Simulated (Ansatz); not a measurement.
## Electronic structure of Ga$_{4}$SbAs$_{3}$ in real space

Input

```
crystal:
  lattice:
    - [6.579455603, -1.9837805054, 0.0]
    - [6.579455603, 1.9837805054, 0.0]
    - [-1.1962646551, 0.0, 6.7670947976]
  atoms:
    - { symbol: As, position: [0.0, 0.0, 0.0] }
    - { symbol: As, position: [0.5, 0.5, 0.5] }
    - { symbol: As, position: [0.75, 0.75, 0.25] }
    - { symbol: Sb, position: [0.25, 0.25, 0.75] }
    - { symbol: Ga, position: [0.4375, 0.4375, 0.8125] }
    - { symbol: Ga, position: [0.9375, 0.9375, 0.3125] }
    - { symbol: Ga, position: [0.1875, 0.1875, 0.0625] }
    - { symbol: Ga, position: [0.6875, 0.6875, 0.5625] }
kpoints:
  mp_grid: { grid: [6, 6, 4] }
hamiltonian:
  xc: pbe
scf:
  occupations: { method: fermi_dirac, width: 0.02 }
relax:
  f_tol: 0.005
  cell: {}
output:
  write_density: true
  write_potential: true
  elf: true
  volumetric_format: npy
```

Run with:

```sh
ansatz run input.yaml --threads 4 --pin off --max-ram 6451MiB --backend cpu --events-out ev --progress --plain --runs-dir out
```

Below, planes, directions and counts refer to the conventional cell (a = 13.75 Å, b = 4.15 Å, c = 7.19 Å, α = 90.00°, β = 100.08°, γ = 90.00°).

The fields are those of the run's last geometry, not of the input's.

Space group Cm; started from the ordered alloy on zincblende lattice prototype, which need not be the ambient phase.

The calculation used Ansatz, DFT, PBE, plane waves, PAW.

The density is the valence pseudo-density of a PAW calculation; it isn't the true density close to the nuclei.

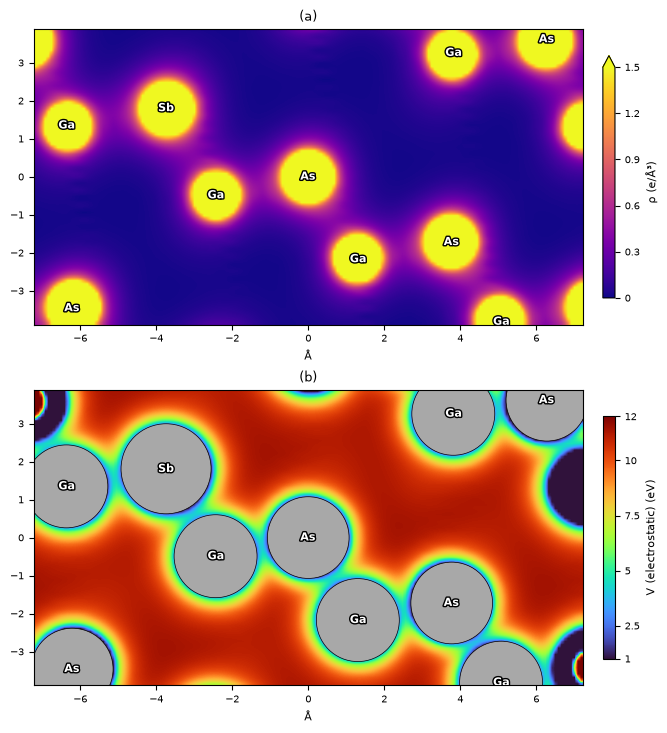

Figure 1. (a) valence charge density (pseudo); (b) electrostatic potential energy of an electron on the (010) plane of the conventional cell. Grey discs cover the atomic cores in the potential map.

Interpret the plot.

Answer. The section cuts through As, Sb and Ga sites.
Ga–As (2.49 Å): the density is about 0.47 e/Å³ at the midpoint.
Ga–Sb (2.64 Å): the density is about 0.42 e/Å³ at the midpoint.
Ga–As (2.51 Å): the density is about 0.45 e/Å³ at the midpoint.
Ga–Sb (2.66 Å): ρ is about 0.41 e/Å³ halfway.
Between the atoms the lowest density in this plane is 0.003 e/Å³.
Outside the cores the potential energy rises away from the atoms and is highest about 2.5 Å from the nearest atoms; its zero is arbitrary.

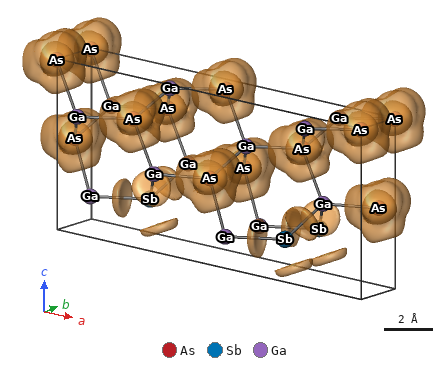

Figure 2. Isosurface of the ELF at 0.6 (orange), seen slightly off an axis. Core shells and regions of very low density are left out. Sticks mark near contacts.

Identify the bonds, lone pairs and shells in this picture.

Answer. At this value the surface marks out eight regions between bonded Ga–Sb atoms (shared pairs) and six regions on As in which the atom's valence shell and bonds are merged, counted in one cell of 16 atoms. Any copies at cell faces, edges or corners count once. Profiles from the grid: Ga–As (2.47 Å): the ELF peaks at about 0.80 between the atoms (a shared electron pair). Ga–Sb (2.62 Å): the ELF peaks at about 0.70 between the atoms.
